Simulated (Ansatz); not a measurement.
System: Ga8N8 (Ga8N8 wurtzite bond disc).

The calculation's input:

```
crystal:
  periodic: [false, false, false]
  atoms:
    - {symbol: N, position_ang: [-2.416412, -3.424756, -0.116657]}
    - {symbol: Ga, position_ang: [-3.523006, -2.020254, -0.042562]}
    - {symbol: N, position_ang: [-4.178419, -0.356961, 0.035977]}
    - {symbol: N, position_ang: [0.795293, -3.488060, 0.014474]}
    - {symbol: Ga, position_ang: [-0.800474, -2.466020, -0.031225]}
    - {symbol: N, position_ang: [-0.831358, -0.476788, -0.000044]}
    - {symbol: Ga, position_ang: [-2.533512, 0.554483, -0.008372]}
    - {symbol: N, position_ang: [-2.608362, 2.447860, -0.055060]}
    - {symbol: Ga, position_ang: [1.954491, -2.175194, 0.031079]}
    - {symbol: N, position_ang: [2.500743, -0.433787, 0.097748]}
    - {symbol: Ga, position_ang: [0.768613, 0.439503, 0.031353]}
    - {symbol: N, position_ang: [0.889231, 2.374822, -0.012813]}
    - {symbol: Ga, position_ang: [-0.889984, 2.784678, -0.014757]}
    - {symbol: Ga, position_ang: [3.956804, 0.698146, -0.084807]}
    - {symbol: N, position_ang: [4.315137, 2.476052, 0.019692]}
    - {symbol: Ga, position_ang: [2.601207, 3.066276, 0.135984]}
basis:
  gaussian: {orbitals: def2-TZVP, fitting: {mean_field: def2-universal-jkfit}, initial_orbitals: start.molden}
hamiltonian: {xc: pbe0, dispersion: d4}
scf: {omitted_lower_state_checks: [starts]}
output: {forces: true, orbitals: {seedname: orbitals}}
```

Run with:

```sh
ansatz run in.yaml --threads 2 --pin off --events-out ev --progress --plain --max-ram 32768MiB --backend cuda --devices 0, --max-vram 18GiB
```

Geometry: PBE-D4/def2-SVP; not at a stationary point (largest force 0.8 eV/Å).

Theory: RKS PBE0-D4/def2-TZVP (Ansatz 0.2.0).

> Predict the electron density and electron localisation function between the atoms.

Ga–N (1.75 Å): ρ is about 1 e/Å³ halfway; the ELF peaks at about 0.75 in the valence shell of N, 0.6 Å from its nucleus, and is about 0.30 at the midpoint.
Ga–N (1.82 Å): ρ is about 0.9 e/Å³ halfway; the ELF peaks at about 0.75 in the valence shell of N, 0.6 Å from its nucleus, and is about 0.30 at the midpoint.
Ga–N (1.88 Å): ρ at the midpoint is about 0.81 e/Å³; the ELF peaks at about 0.85 in the valence shell of N, 0.6 Å from its nucleus, and is about 0.30 at the midpoint.
Ga–N (1.94 Å): ρ at the midpoint is about 0.71 e/Å³; the ELF peaks at about 0.85 in the valence shell of N, 0.7 Å from its nucleus, and is about 0.35 at the midpoint.

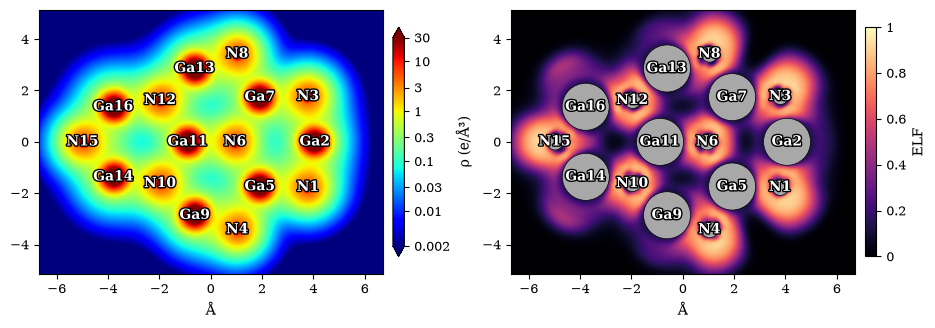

Computed electron density and electron localisation function on the molecular plane, in this order. Grey discs cover the atomic cores in the ELF map. 
